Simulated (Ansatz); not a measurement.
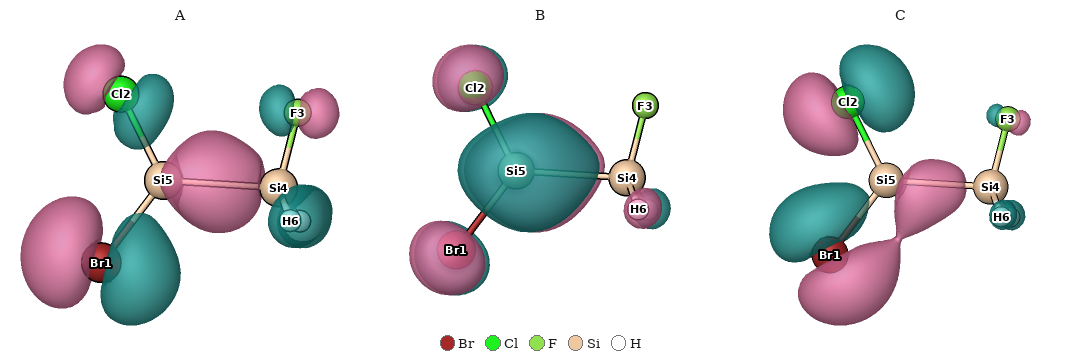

The picture shows: BrClFH$_{2}$Si$_{2}$ (charge +1). Three frontier orbitals at ±0.1 Å⁻³ᐟ² (teal and pink are the two phases), in no order.

Geometry: r2SCAN-D4/def2-SVP.

Level of theory: Ansatz 0.2.0, isolated molecule in a Gaussian basis; Kohn-Sham density functional theory, functional PBE0.

```xyz
7

Br   -4.0819    0.1972   -0.2896
Cl   -0.8554    1.3989    0.4549
F     0.6707   -1.4749   -1.3064
Si   -0.8734   -1.8539   -1.5394
Si   -1.9549   -0.0223   -0.4191
H    -1.2970   -3.0615   -0.7965
H    -1.2957   -1.7415   -2.9531
```

**Order the three orbitals by energy and name them.**

C is the HOMO−1 (−14.49 eV). Its weight (Hirshfeld) is mainly on Br1 (about 45 %), Cl2 (about 35 %) and Si5 (about 10 %); largely a combination of lone pairs on Br1 and Cl2. A is the HOMO (−14.02 eV). It lies mainly on Br1 (about 45 %), Si5 (about 20 %), Si4 (about 15 %) and Cl2 (about 10 %). B is the LUMO (−8.51 eV). It lies mainly on Si5 (about 60 %), Br1 (about 15 %) and Cl2 (about 15 %).

**What is the HOMO–LUMO gap?**

5.51 eV between the orbital energies.
